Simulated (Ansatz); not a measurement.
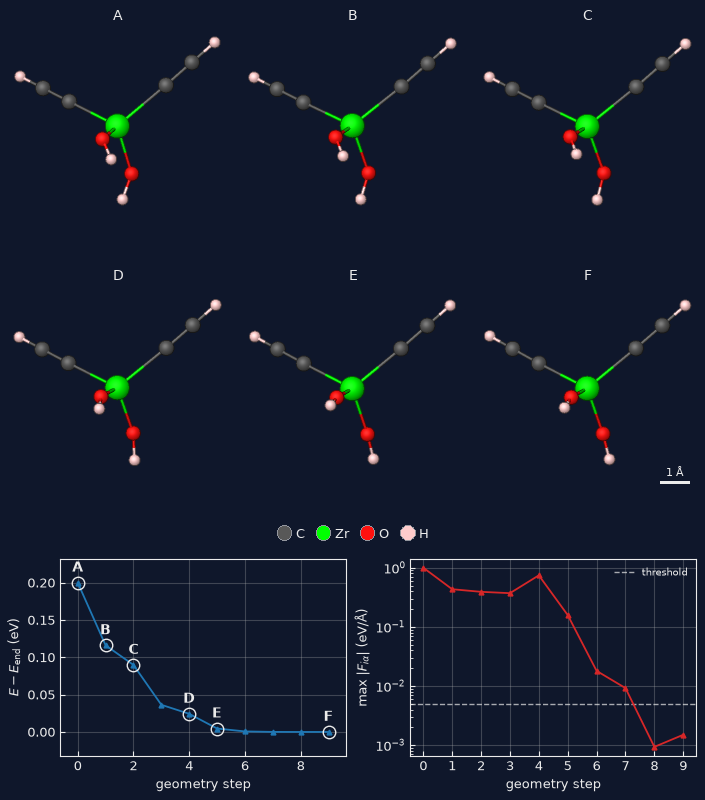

Frames of a relaxation of C4H4O2Zr, marked on the history of the run. The picture is a ball-and-stick view, seen from a free direction.

The start comes from GFN2-xTB.

The calculation used RKS PBE0-D4/def2-TZVP in Ansatz.

Input file:
```yaml
crystal:
  periodic: [false, false, false]
  atoms:
    - {symbol: C, position_ang: [0.626590, -0.851830, -3.004660]}
    - {symbol: C, position_ang: [0.432540, -0.671810, -1.823440]}
    - {symbol: Zr, position_ang: [0.120650, -0.292750, 0.336310]}
    - {symbol: O, position_ang: [-0.885770, -1.661120, 1.168500]}
    - {symbol: O, position_ang: [1.784500, -0.384770, 1.232180]}
    - {symbol: C, position_ang: [-0.882770, 1.656390, 0.650420]}
    - {symbol: C, position_ang: [-1.441010, 2.717560, 0.817100]}
    - {symbol: H, position_ang: [0.790910, -1.014470, -4.037670]}
    - {symbol: H, position_ang: [-0.861920, -2.013430, 2.065200]}
    - {symbol: H, position_ang: [2.246980, -1.129010, 1.633520]}
    - {symbol: H, position_ang: [-1.930690, 3.645260, 0.962520]}
basis:
  gaussian: {orbitals: def2-TZVP}
hamiltonian: {xc: pbe0, dispersion: d4}
relax: {f_tol: 0.005, max_steps: 150}
```

Launched with:
```bash
ansatz run in.yaml --threads 2 --pin off --events-out ev --progress --plain --max-ram 22528MiB --backend cuda --devices 0, --max-vram 18GiB
```

Q: What happens along the run?

A: The largest moves after the best rigid fit, 0.79 Å, are those of H9 and H10. Largest moves by element: H 0.79 Å, C 0.13 Å, O 0.11 Å, Zr 0.09 Å. Near-neighbour distances that change, for instance: C2–Zr3 2.215 → 2.200 Å, O4–H9 0.964 → 0.953 Å, Zr3–O4 1.892 → 1.901 Å, C1–H8 1.059 → 1.067 Å. Bond angles that change, for instance: Zr3–O4–H9 131.3° → 166.8°, O4–Zr3–O5 103.0° → 112.8°, C2–Zr3–O4 112.3° → 108.4°. Over 9 geometry steps the energy falls by 0.200 eV. The largest force component goes from 1 to 0.0015 eV/Å. From step 0 to 1: H atoms move most (0.19 Å), energy −0.084 eV. From step 1 to 2: H atoms move most (0.12 Å), energy −0.026 eV. From step 2 to 4: H atoms move most (0.36 Å), energy −0.066 eV. From step 4 to 5: H atoms move most (0.19 Å), energy −0.020 eV. From step 5 to 9: H atoms move most (0.10 Å), energy −0.005 eV.

```csv
step,"E − E(0), eV","largest force component, eV/Å"
0,0.0000,1.0012
1,-0.0840,0.4331
2,-0.1103,0.3914
3,-0.1637,0.3714
4,-0.1758,0.7436
5,-0.1955,0.1583
6,-0.1994,0.0180
7,-0.2000,0.0092
8,-0.2001,0.0009
9,-0.2001,0.0015
```
